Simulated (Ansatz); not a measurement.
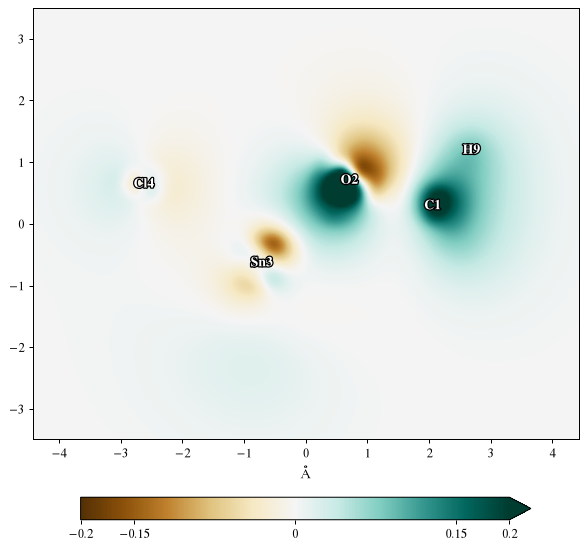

The picture shows: C₂H₇ClO₂Sn. One frontier orbital on the plane of atoms O2, Sn3 and Cl4 (values in Å⁻³ᐟ²; the overall sign is arbitrary).

Geometry: PBE0-D4/def2-TZVP; core potentials replace the inner electrons of Sn.

These are results of RKS PBE0-D4/def2-TZVPP (Ansatz 0.2.0), not measurements.

```xyz
13

C    -1.0850   -1.8476    0.3508
O    -1.0634   -0.6164    1.0390
Sn    0.6236    0.3414    1.2313
Cl   -0.0228    2.3622    2.1388
O     1.3320    0.6463   -0.5545
C     0.5849    1.3783   -1.5032
H    -0.5077   -2.6261    0.8673
H    -0.7044   -1.7625   -0.6746
H    -2.1244   -2.1820    0.2993
H     1.8037   -0.4571    2.1470
H    -0.3916    0.9216   -1.7051
H     1.1548    1.3928   -2.4356
H     0.4206    2.4144   -1.1855
```

**Which orbital is it: HOMO or LUMO?**

The HOMO, at −8.07 eV. By Hirshfeld shares it lies mainly on O2 (about 50 %), O5 (about 15 %), C1 (about 10 %), H8 (about 5 %) and Sn3 (about 5 %).
